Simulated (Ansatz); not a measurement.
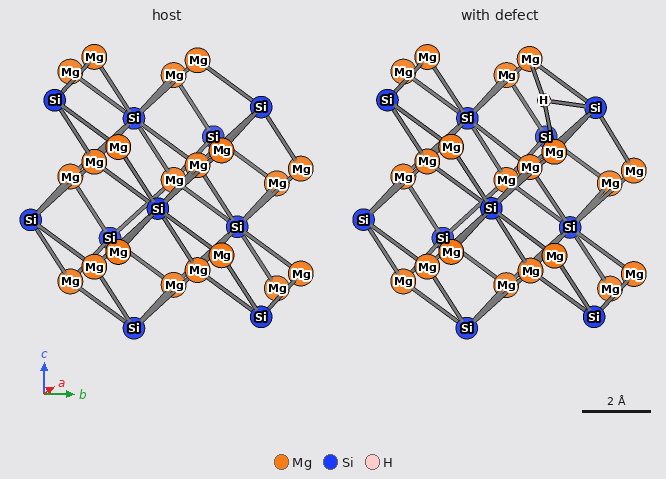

Left: perfect Mg2Si. Right: the same region with a pair of point defects, after relaxing the atoms in a supercell of 96 sites. The picture is a ball-and-stick view of the atoms within 5.2 Å of one point, seen from a free direction.

Theory: DFT, PBEsol, PAW, plane waves in Ansatz 0.2.0. Set-up: plane-wave cutoff 420 eV; k-point mesh 1 × 1 × 1; mesh shifted by (0.25, 0.25, 0.25); collinear spin. Fermi-Dirac smearing of 0.01 eV. The axes drawn are those of the host's conventional cell.

> Which defect is it?

A magnesium atom is replaced by hydrogen and an extra magnesium atom is put between the host's atoms (an interstitial), the two sites 2.7 Å apart.

The charge state of the cell is 0.

> How does the lattice respond?

In the host the Mg atom has 4 Si at 2.74 Å, 6 Mg at 3.16 Å; the H atom ends with 1 Si at 1.62 Å. The Mg atom starts with 8 Mg at 2.73 to 2.74 Å, 6 Si at 3.16 to 3.17 Å around its place and ends with 1 H at 2.49 Å, 4 Si at 2.71 to 2.81 Å. Of the host's atoms, a magnesium atom moves furthest from its site, by 0.11 Å. The H atom itself moves 2.42 Å from where it was put. The Mg atom itself moves 2.66 Å from where it was put. The cell's net moment is 0.99 μB.
